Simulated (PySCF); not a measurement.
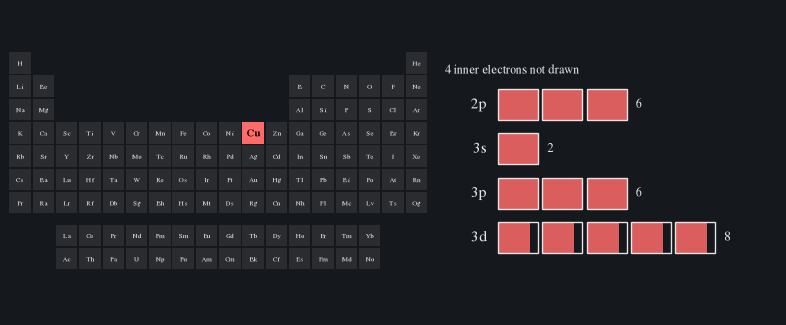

Figure 1. Left, the place of copper in the periodic table; right, the outer shells of the nominal configuration: a box for each of the 2l + 1 orbitals, shaded by the share of the shell that is filled, with the electron count at the right.

## Run report: Cu³⁺, atomic calculation

System: Cu³⁺, configuration 1s2 2s2 2p6 3s2 3p6 3d8, multiplicity 3.
Method: unrestricted BP86, def2-TZVPPD, non-relativistic, point nucleus (PySCF).

Input file:
```python
from pyscf import gto, scf, dft, mp, cc
import basis_set_exchange as bse
mol = gto.M(atom="Cu 0 0 0", charge=3, spin=2, symmetry="D2h",
            basis=gto.basis.parse(bse.get_basis("def2-TZVPPD", elements=["Cu"], fmt="nwchem")))
mf = dft.UKS(mol, xc="B88,P86")
mf.irrep_nelec = {'Ag': (5, 3), 'B1g': (1, 1), 'B2g': (1, 1), 'B3g': (1, 1), 'B1u': (2, 2), 'B2u': (2, 2), 'B3u': (2, 2)}
mf.kernel()
```

The script is an equivalent of what the driver set up; the driver started from orbitals of its own, so the log can be shorter than this script's would be, and it computed the properties (radii, ⟨L²⟩, response) afterwards. It held the occupations shell by shell, which the script's counts by irreducible representation don't always enforce.

Output (extracts):
```
damping factor = 0
level_shift factor = 0
DIIS = <class 'pyscf.scf.diis.CDIIS'>
diis_start_cycle = 1
diis_space = 10
diis_damp = 0
SCF conv_tol = 1e-09
SCF conv_tol_grad = None
number electrons alpha = 14  beta = 12
XC functionals = B88,P86
    A. D. Becke.,  Phys. Rev. A 38, 3098 (1988)
    J. P. Perdew.,  Phys. Rev. B 33, 8822 (1986)
cycle= 1 E= -1638.27978107754  delta_E= -0.00624  |g|= 0.102  |ddm|=  0.1
cycle= 2 E= -1638.27875034984  delta_E= 0.00103  |g|= 0.135  |ddm|= 0.0601
cycle= 3 E= -1638.28119328768  delta_E= -0.00244  |g|= 0.000535  |ddm|= 0.0343
cycle= 4 E= -1638.28119335028  delta_E= -6.26e-08  |g|= 9.22e-05  |ddm|= 0.000234
cycle= 5 E= -1638.28119335162  delta_E= -1.34e-09  |g|= 8.07e-06  |ddm|= 2.94e-05
cycle= 6 E= -1638.28119335163  delta_E= -9.32e-12  |g|= 5.8e-08  |ddm|= 2.09e-06
converged SCF energy = -1638.28119335163  <S^2> = 2.0004795  2S+1 = 3.0003196
```

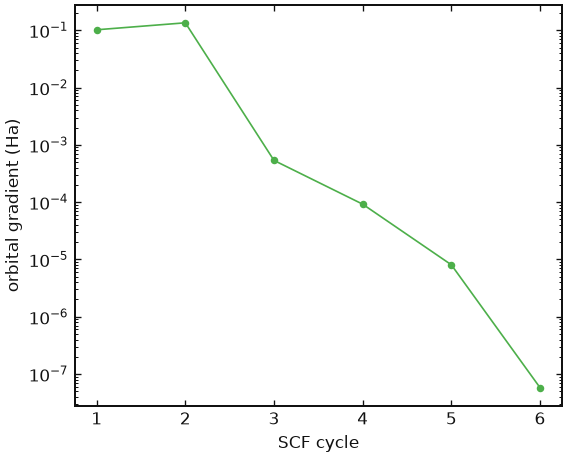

Figure 2. Convergence: orbital gradient against the SCF cycle. The residual falls almost steadily, with no more than small rises or pauses. It goes from 0.10 to 5.8×10⁻⁸ in 6 steps.

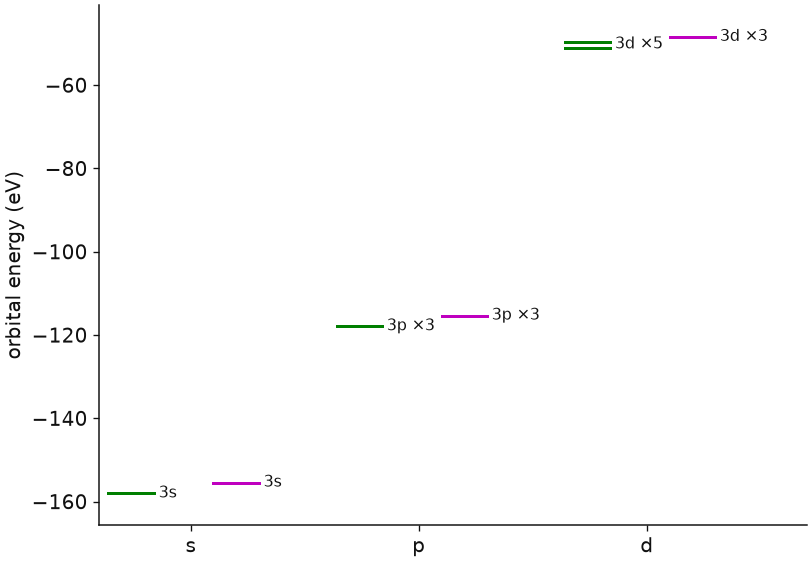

Figure 3. Orbital energies of the mean field, from the top down to −158.0 eV, by angular momentum, α spin at the left of each column and β at the right; ×n counts the orbitals under one label. The highest filled orbital is 3d β at −48.4 eV, the lowest empty one d β at −46.8 eV.

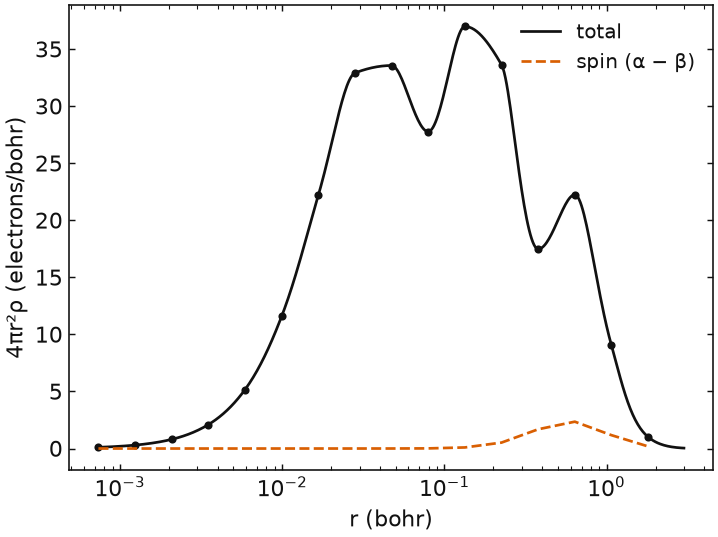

Figure 4. Spherically averaged radial density 4πr²ρ of the mean field and its spin part; markers are the stored points, which are sparse, and the line is a monotone interpolation between them. The largest stored value is 37.0 electrons/bohr at r = 0.13 bohr. Root-mean-square radii of the shells: 1s 0.0612, 2p 0.230, 2s 0.259, 3s 0.768, 3p 0.804, 3d 0.959 bohr.

Key numbers:

- outcome: converged
- total energy: −1638.2812 hartree
- kinetic energy: 1635.7903 hartree
- ⟨S²⟩: 2.000
- ⟨L²⟩: 12.01
- SCF iterations: 6
- hardware: 1 CPU thread, shared host
- CPU time: 1.9 s (integrals apart)
